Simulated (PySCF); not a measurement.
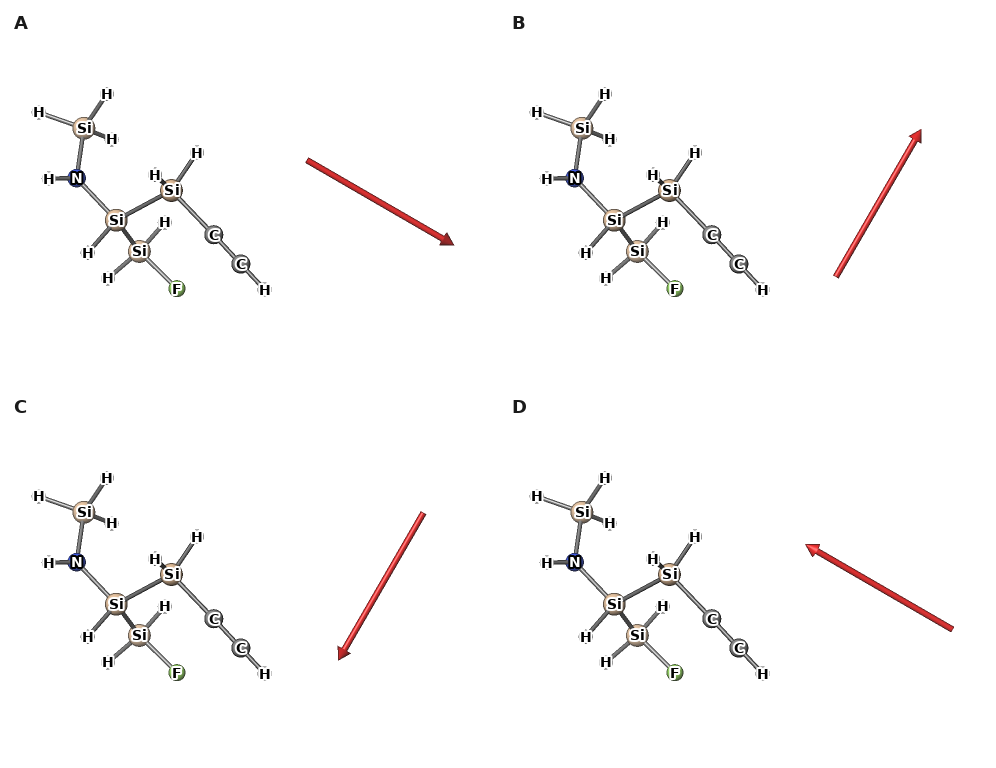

The same molecule four times, each with an arrow. The computed structure is the end point of a GFN2-xTB optimisation. No frequency run is at hand to confirm it as a minimum. Level of theory: PBE0/pcSseg-1, gas phase (PySCF 2.14.0).

### Which arrow points along the dipole moment, from the negative to the positive end?

D. The dipole moment is 2.39 D.

The geometry is semi-empirical. Around Si such bond lengths and angles can be off by a tenth of an ångström or more and by several degrees, and values that hang on the shape move with them.
